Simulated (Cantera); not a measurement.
A closed system holds: 1 mol CuO, 790 mol H2, 0.042 mol H2O, at 13.3 mbar.

Equilibrium computed with Cantera from the NASA thermochemical tables; the gas is ideal and each condensed phase is pure. Candidate condensed phases: Cu, CuO, Cu(OH)2, Cu2O, H2O; 12 gas species. Equilibrium is a limit: real reactors are often held back by kinetics, nucleation or transport.

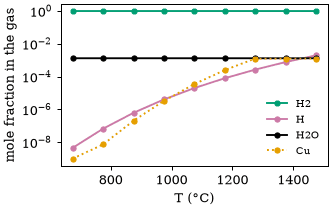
Equilibrium gas composition (values under 1e-9 drawn at 1e-9)

Task: Read off the mole fractions at 975 °C.

Result: H2 about 1.00, H2O about 0.0013, H about 4.0e-6, Cu about 3.3e-6.
